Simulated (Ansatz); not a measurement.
**Breaking a bond in CO2 (carbon dioxide)**

CO2 has 3 atoms, charge 0, and is taken as a singlet. SMILES: `O=C=O`. The shape is that of a PBE0-D4/def2-TZVP optimisation.

```
atom    x (Å)    y (Å)    z (Å)
   O   0.3716  -1.0919   0.0882
   C   0.0001   0.0001   0.0001
   O  -0.3718   1.0918  -0.0883
```

The O1–C2 distance is scanned; the parts on either side stay rigid. Basis STO-3G, 3 core orbitals frozen in the correlated methods; program Ansatz 0.2.0. FCI is exact within this basis and core. Energies in eV from each method's value at 1.157 Å; methods without a U are spin-restricted. The shape above is that at 1.157 Å.

| distance (Å) | HF | PBE0 | BHLYP | B2PLYP | CCSD(T) | CCSDT(Q) | CCSDTQ | FCI |
| --- | --- | --- | --- | --- | --- | --- | --- | --- |
| 1.157 | 0.00 | 0.00 | 0.00 | 0.00 | 0.00 | 0.00 | 0.00 | 0.00 |
| 1.446 | 1.77 | 1.30 | 1.50 | 1.08 | 0.98 | 0.89 | 0.93 | 0.94 |
| 1.735 | 3.66 | 4.34 | 4.20 | 4.16 | 3.79 | 3.57 | 3.62 | 3.62 |
| 2.314 | 4.54 | 7.25 | 6.19 | 6.46 | 5.28 | 5.25 | 5.25 | 5.24 |
| 2.892 | 4.74 | 7.81 | 6.61 | 6.85 | 5.29 | 5.27 | 5.26 | 5.26 |

Departure from the FCI curve at its largest: HF +0.84 eV at 1.45 Å; PBE0 +2.55 eV at 2.89 Å; BHLYP +1.35 eV at 2.89 Å; B2PLYP +1.59 eV at 2.89 Å; CCSD(T) +0.16 eV at 1.74 Å; CCSDT(Q) -0.05 eV at 1.45 Å; CCSDTQ -0.01 eV at 1.45 Å. Restricted functionals keep the electrons paired too, and rise too high.

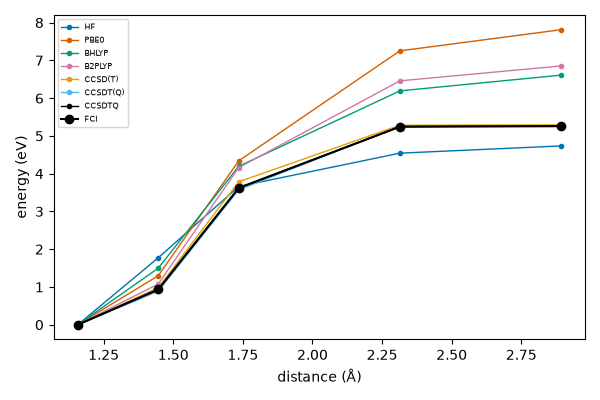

The curves of the table.
